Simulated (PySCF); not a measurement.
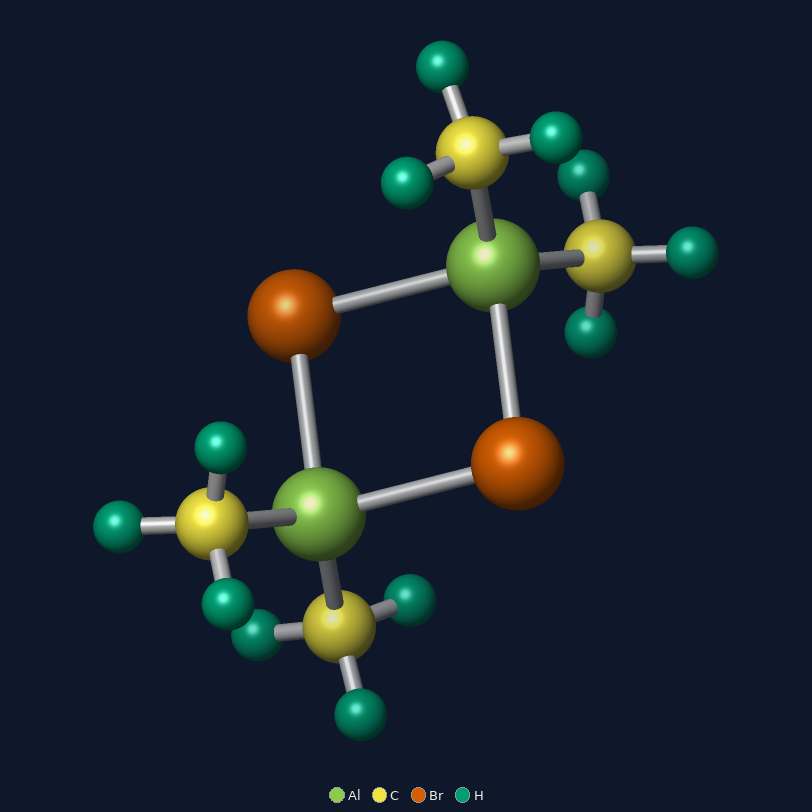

The geometry was computed by an optimisation with PBE0-D3(BJ)/def2-SVP. No frequency run is at hand to confirm it as a minimum. Properties computed with B3LYP/def2-SVPD, gas phase (PySCF 2.14.0). Excitations: vertical, linear response.

**Give the HOMO energy (Kohn–Sham orbital) at this level.**

−7.44 eV.

**Estimate the brightest of the 15 lowest singlets.**

7.08 eV.

**Estimate the mean static polarisability.**

144.7 bohr³.

**What is the dipole moment?**

0.00 D.
